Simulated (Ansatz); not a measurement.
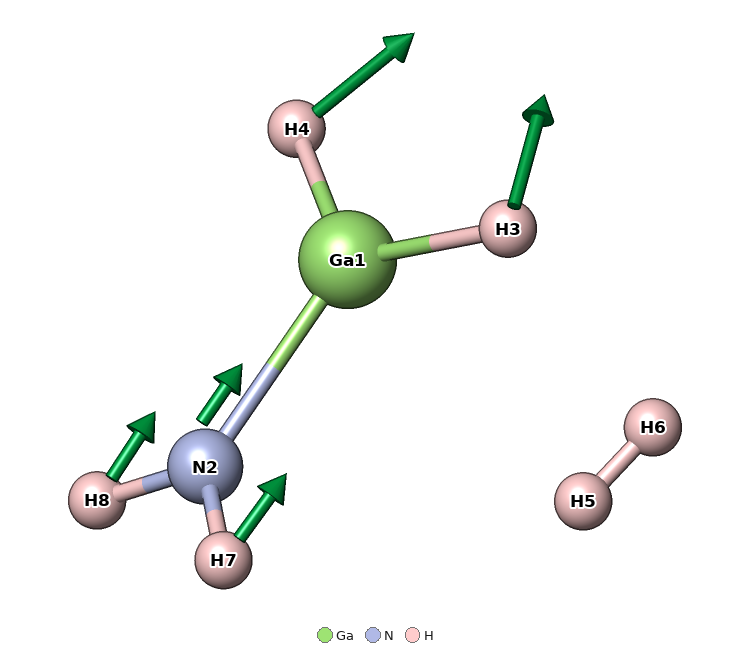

The arrows show one normal mode. Harmonic vibrations computed with RKS PBE0-D4/def2-TZVP (Ansatz 0.2.0) at a stationary point of the same level.

Q: Estimate its harmonic wavenumber.

A: 693 cm⁻¹; it is mode 10 of 18 counted from the lowest.
